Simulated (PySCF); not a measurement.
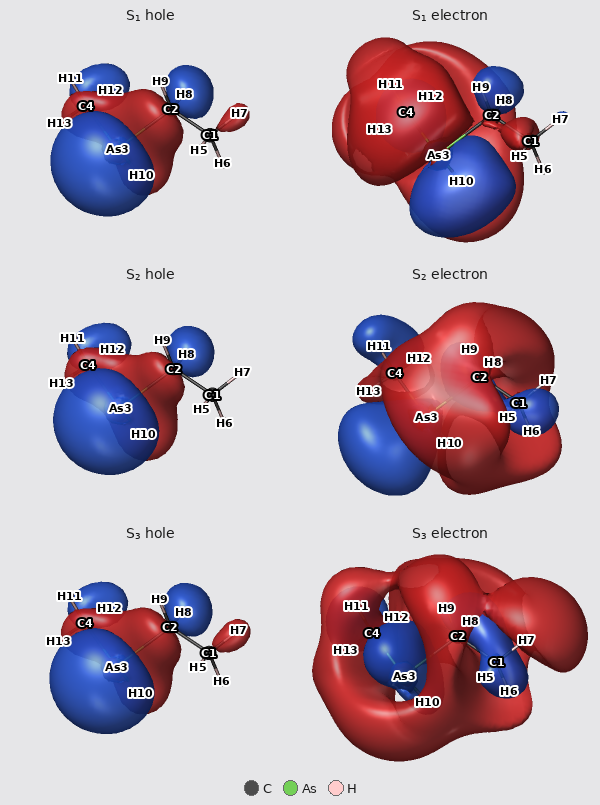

Figure 1: C3H9As, SMILES `CC[AsH]C`. Leading natural transition orbitals (full linear response singlet states).

PySCF calculation, CAM-B3LYP/def2-SVP, gas phase; geometry: GFN2-xTB. No frequency check shows the geometry to be a minimum. GFN2-xTB bond lengths at metals and heavier atoms can be off by up to 0.1 Å and shapes distorted, which carries into these values. Without diffuse functions Rydberg states are missing, so the states' numbers hold for this basis only.

The calculation's input:

```python
import numpy as np
from pyscf import gto, scf, dft, tdscf
from pyscf.scf import atom_ks, atom_hf
from scipy.linalg import block_diag

def solve(mol, dm0=None, hcore=None):
    mf = (dft.UKS if mol.spin else dft.RKS)(mol, xc='camb3lyp')
    mf.grids.level = 3
    mf = mf.density_fit(auxbasis='def2-universal-jkfit')
    mf.conv_tol, mf.max_cycle = 1e-8, 80
    if hcore is not None:
        mf.get_hcore = lambda *args: hcore
    mf.kernel(dm0)
    if not mf.converged:
        mf = mf.newton().run(mf.mo_coeff, mf.mo_occ, max_cycle=30)
    assert mf.converged, 'SCF not converged'
    return mf

mol = gto.M(atom='''
C      2.44523     0.08922    -0.08931
C      1.10549     0.78696     0.10515
As    -0.42447    -0.48161     0.06488
C     -1.83770     0.88828    -0.08411
H      2.60271    -0.65749     0.68919
H      2.47284    -0.41824    -1.05366
H      3.26769     0.80340    -0.05331
H      0.96547     1.55267    -0.66245
H      1.09217     1.29322     1.07590
H     -0.33166    -0.71627    -1.42419
H     -1.99156     1.35415     0.88960
H     -1.56981     1.66181    -0.80174
H     -2.77854     0.43326    -0.39069
''', basis='def2-svp', charge=0, spin=0, verbose=4)
mf = solve(mol)
td = mf.TDDFT()
td.nstates, td.singlet, td.conv_tol = 5, True, 1e-5
td.kernel()
td.analyze()
x, y = np.array([p[0] for p in td.xy]), np.array([p[1] + 0 * p[0] for p in td.xy])
f, mu = td.oscillator_strength(), td.transition_dipole()
nto = [td.get_nto(state=i + 1, verbose=4) for i in range(len(td.e))]
# spherically averaged free atoms, for the promolecule
atm = atom_ks.get_atm_nrks(mol, xc='camb3lyp')
pro = block_diag(*[(atm[a[0]][2] * atm[a[0]][3]) @ atm[a[0]][2].T for a in mol._atom])
np.savez('result.npz', e=td.e, f=f, ok=td.converged, w=[n[0] for n in nto], nto=[n[1] for n in nto], x=x, y=y, c=mf.mo_coeff, occ=mf.mo_occ, eps=mf.mo_energy, pro=pro, mu=mu)
```

Launched as:

```sh
OMP_NUM_THREADS=1 python input.py
```

The run took 16 min on 1 thread of Arm Neoverse V1, with other jobs on the host, peak memory 0.81 GiB.

Q: Describe these excited states.

A: By state:
- S₁: 6.76 eV (183 nm), f = 0.079; the leading pair carries 98 %; hole on As3 (65 %), C2 (12 %) and C4 (7 %), electron on As3 (47 %), H10 (16 %) and C4 (11 %); their centroids lie 0.5 Å apart; S₂ lies within 0.1 eV of it.
- S₂: 6.79 eV (183 nm), f = 0.122 (bright); the leading pair carries 97 %; hole on As3 (67 %), C2 and C4 (8 % each) and H10 (8 %), electron on As3 (47 %), C2 (12 %) and H10 (9 %); their centroids lie 0.5 Å apart; S₁ lies within 0.1 eV of it.
- S₃: 8.20 eV (151 nm), f = 0.008; the leading pair carries 78 %; hole on As3 (59 %), C2 (14 %) and C4 (8 %), electron on As3 (31 %), C2 (14 %) and C4 (10 %) (shares are of the whole state, not of the leading pair alone); their centroids lie 0.8 Å apart.
